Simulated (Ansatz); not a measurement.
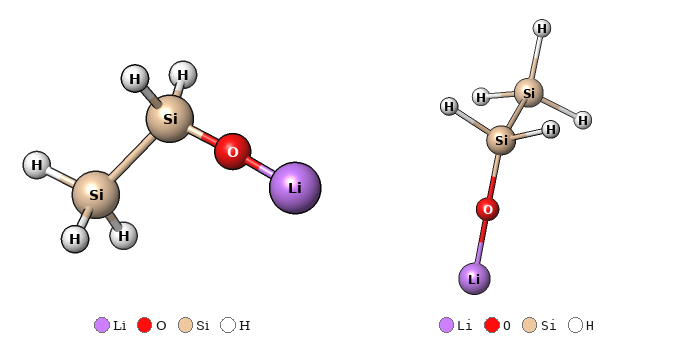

Both panels show the same species.

What does the picture show?

Formula H5LiOSi2. This geometry has Cs symmetry. Coordination: 1 O linear; 2 Si tetrahedral.

The parts below concern this one geometry. Atoms keep their numbers from picture to picture. Computed geometry: PBE0-D4/def2-TZVP optimisation. No frequency run is at hand to confirm it as a minimum.

Charges

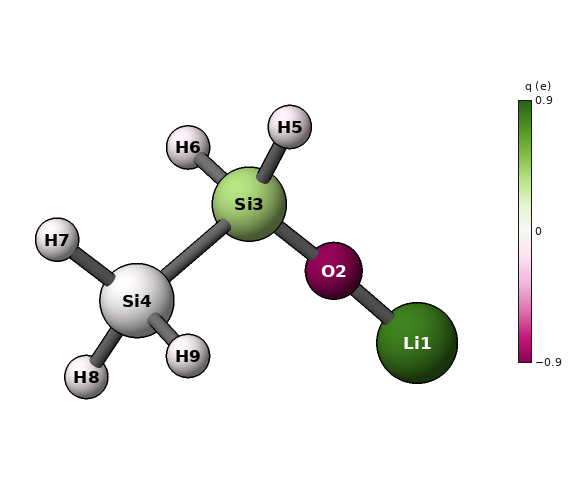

Atoms are coloured by their Mulliken charges. No frequency run is at hand to confirm it as a minimum. Properties computed with RKS PBE0-D4/def2-TZVP (Ansatz 0.2.0).

**Which atom carries the highest charge (most positive or least negative)?**

Li1 (0.79 e).

**And the lowest?**

O2 (−0.87 e).

Give the Mulliken charges atom by atom.

```csv
atom,value (e)
Li1,0.79
O2,−0.87
Si3,0.37
Si4,−0.02
H5,−0.08
H6,−0.08
H7,−0.03
H8,−0.04
H9,−0.04
```

Dipole moment

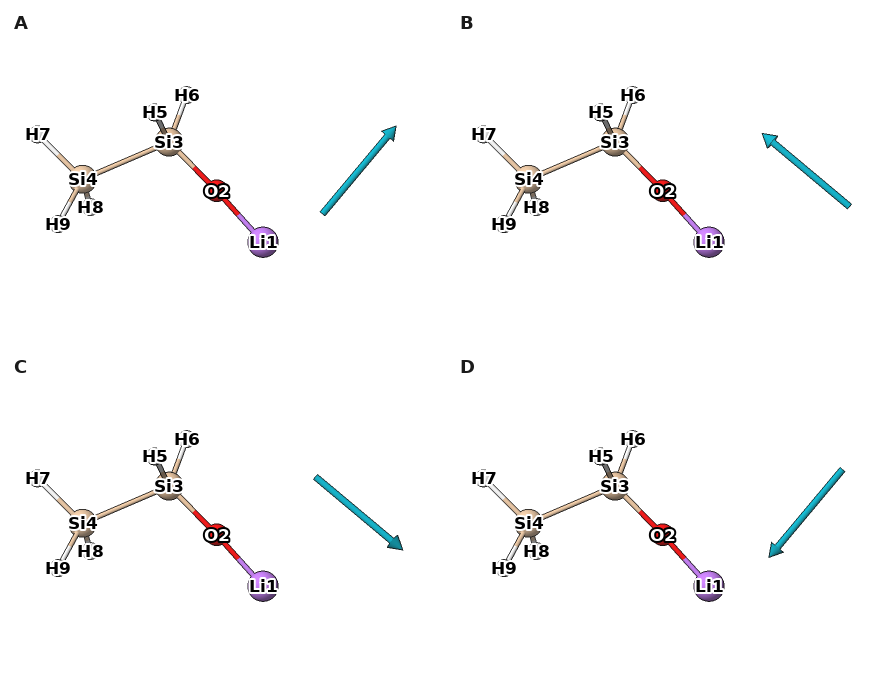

The same molecule four times, each with an arrow. No frequency run is at hand to confirm it as a minimum. Properties computed with RKS PBE0-D4/def2-TZVP (Ansatz 0.2.0).

**Which arrow points along the dipole moment, from the negative to the positive end?**

C. The dipole moment is 7.67 D; it points from the side of H7 to the side of Li1 (the outermost atoms at the two ends).

Electronic properties

No frequency run is at hand to confirm it as a minimum. Properties computed with RKS PBE0-D4/def2-TZVPP (Ansatz 0.2.0).

**Give the LUMO energy (Kohn–Sham orbital) at this level.**

−1.28 eV.

**What is the dispersion correction?**

−15.5 kJ/mol.

**Give the HOMO energy (Kohn–Sham orbital) at this level.**

−6.38 eV.

Mulliken values depend strongly on the basis set and can even reverse the polarity of a bond.
